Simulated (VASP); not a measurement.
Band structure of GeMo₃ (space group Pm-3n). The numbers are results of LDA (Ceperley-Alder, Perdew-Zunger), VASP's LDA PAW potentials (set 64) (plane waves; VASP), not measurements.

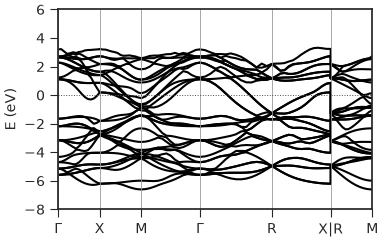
*Bands along high-symmetry lines, zero at the valence-band maximum or, without a gap, the Fermi level*

**Question.** Read the plot: is there a gap, and where are the band edges?

**Answer.** It has no gap at this level: it comes out as a metal or semimetal. (Edges off the drawn lines would not show.)

The structure comes from a computed database's GeMo3 entry (Pm-3n); how it stands against other phases isn't given here. It was relaxed first.
